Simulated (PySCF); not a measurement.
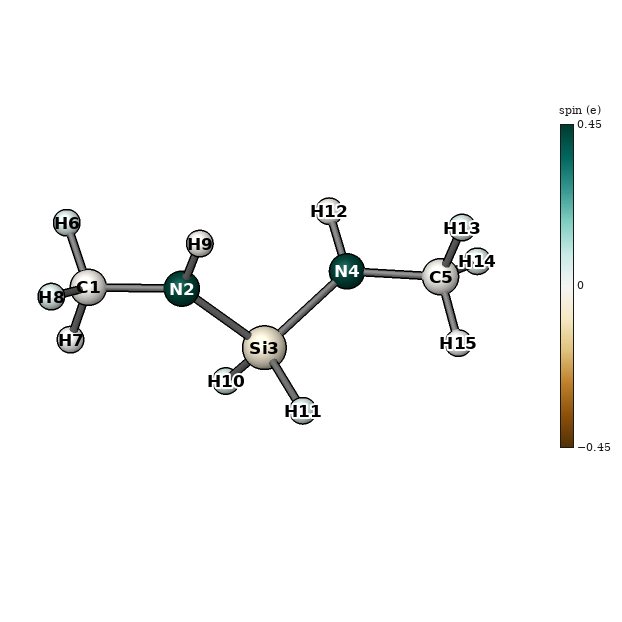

Atoms are coloured by their Mulliken spin populations. Charge +1, doublet. The computed structure is the end point of a GFN2-xTB optimisation. No frequency run is at hand to confirm it as a minimum. Level of theory: UKS B3LYP, pcH-1 on C H N Si, non-relativistic (PySCF 2.14.0).

Give the Mulliken spin populations atom by atom.

| atom | value (e) |
| --- | --- |
| C1 | −0.01 |
| N2 | 0.43 |
| Si3 | −0.06 |
| N4 | 0.43 |
| C5 | −0.01 |
| H6 | 0.04 |
| H7 | 0.00 |
| H8 | 0.04 |
| H9 | −0.01 |
| H10 | 0.05 |
| H11 | 0.05 |
| H12 | −0.01 |
| H13 | 0.04 |
| H14 | 0.04 |
| H15 | 0.00 |

Mulliken values depend strongly on the basis set. The geometry is semi-empirical. Around Si such bond lengths and angles can be off by a tenth of an ångström or more and by several degrees, and values that hang on the shape move with them.
